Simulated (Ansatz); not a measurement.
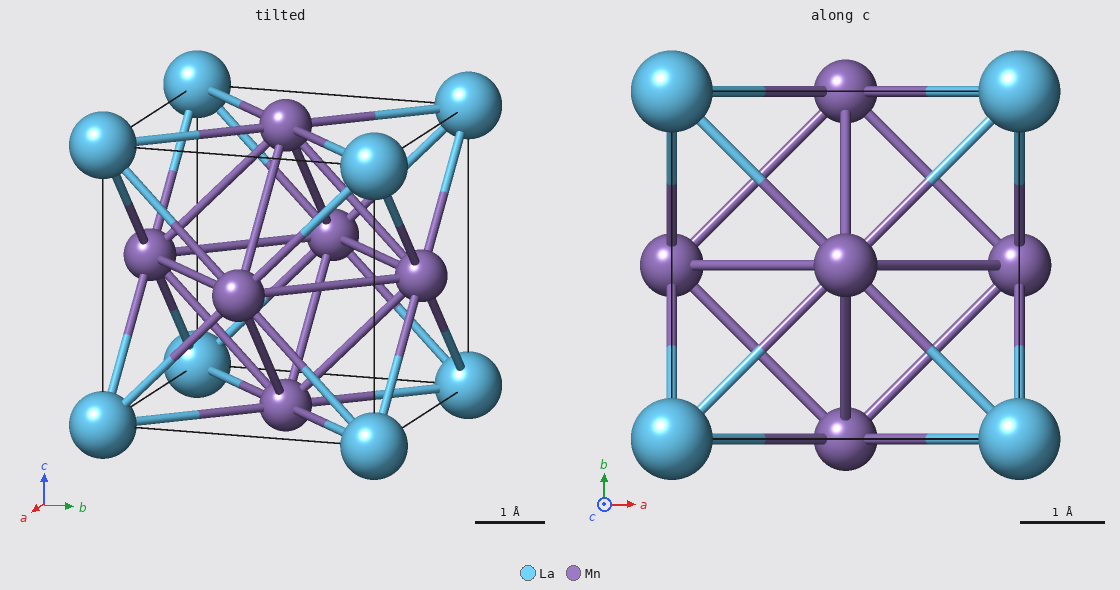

Structure drawing (ball-and-stick), viewed slightly off an axis and along the c axis. The edges of the conventional unit cell are marked.

LaMn3, Cu₃Au (L1₂) type, space group Pm-3m (No. 221), a = 4.165 Å, b = 4.165 Å, c = 4.165 Å, α = 90.00°, β = 90.00°, γ = 90.00°. The model was built from a structure type filled with these elements by a generator (whether the compound takes this form wasn't checked). Earlier steps of the study, as a rule a relaxation of our own, may have changed the cell and positions, so they can lie some per cent off the listed ones. It went into a calculation with Ansatz.

This one geometry was computed with Ansatz (DFT, plane waves, PAW) at five levels of theory: PBE, LDA, PBE with spin-orbit coupling, r2SCAN and PBEsol.

> Which level gives the highest pressure at this volume, and what does that say about its equilibrium volume?

Highest: r2SCAN (3.3 GPa), which points to the largest equilibrium volume. Lowest, with the smallest volume: LDA (-9.1 GPa). Levels within 0.5 GPa of each other can't be told apart.

> How does the band gap change with the level of theory?

All levels give a metal.

> Collect the results in a table.

| level | cutoff (eV) | k-mesh of the run's cell | gap (eV) | pressure (GPa) | absolute moment (μB/atom) |
| --- | --- | --- | --- | --- | --- |
| PBE | 420 | 8×8×8 | metal | 0.0 | 2.55 |
| LDA | 420 | 8×8×8 | metal | -9.1 | 2.47 |
| PBE with spin-orbit coupling | 420 | 8×8×8 | metal | 0.1 | 2.55 |
| r2SCAN | 500 | 8×8×8 | metal | 3.3 | 2.86 |
| PBEsol | 420 | 8×8×8 | metal | -4.6 | 2.55 |

Gaps are taken on the k-mesh or band path of each run.
